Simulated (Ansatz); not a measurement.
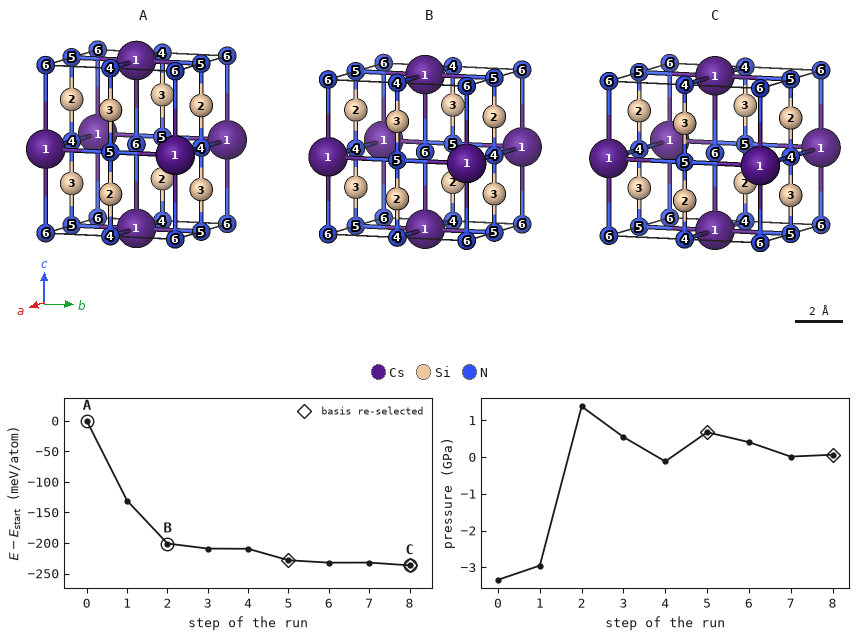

Frames of a relaxation of solid CsSi2N3 (a generated structure, set up in I4/mmm) (coarse preliminary run), marked on the history of the run. The picture is a ball-and-stick view of the conventional cell (2 times the calculation's cell), seen slightly off an axis. Lengths and directions refer to the drawn axes.

All numbers below come from Ansatz, DFT PBE, scalar-relativistic, plane waves, PAW. Settings: plane-wave cutoff 420 eV; k-point mesh 4 × 4 × 4; occupations gaussian; smearing width 0.1 eV; collinear spin; cell and atoms relaxed; force threshold 0.04 eV/Å; at most 70 steps.

### What happens along the run?

No atom moves by more than 0.005 Å relative to the cell. Cell: a = b 6.031 → 7.046 Å (+16.8 %), c 7.306 → 6.720 Å (−8.0 %). Volume +25.5 %. Some distances before and after: Cs1–N4 3.015 → 3.523 Å, Cs1–Si2 3.525 → 3.903 Å, Cs1–N6 3.653 → 3.360 Å, Si2–N4 1.827 → 1.680 Å. The space group stays I4/mmm (No. 139). The energy falls by 237 meV per atom in 6 accepted moves (8 points after the start). All forces vanish by symmetry, so only the cell relaxes. The pressure goes from −3.34 to 0.06 GPa. The SCF was repeated twice at an unchanged geometry on a basis and grid sized afresh for the cell, which shifted the energy by 18.8 meV per atom at most. Cost: 72 s on 1 thread of Arm Neoverse V1, on a shared host, peak memory 0.48 GiB. From step 0 to 2: volume +5.1 %, energy −201 meV per atom. From step 2 to 8: volume +19.4 %, energy −35.7 meV per atom.

| step | E − E(0), meV/atom | pressure, GPa | volume, Å³/atom | note |
| --- | --- | --- | --- | --- |
| 0 | 0.00 | -3.34 | 22.144 |  |
| 1 | -130.65 | -2.95 | 23.627 |  |
| 2 | -200.86 | 1.38 | 23.280 |  |
| 3 | -209.12 | 0.55 | 24.488 |  |
| 4 | -209.48 | -0.12 | 25.390 |  |
| 5 | -228.23 | 0.68 | 25.390 | same geometry, new basis |
| 6 | -232.19 | 0.41 | 26.543 |  |
| 7 | -232.08 | 0.01 | 27.800 |  |
| 8 | -236.61 | 0.06 | 27.800 | same geometry, new basis |
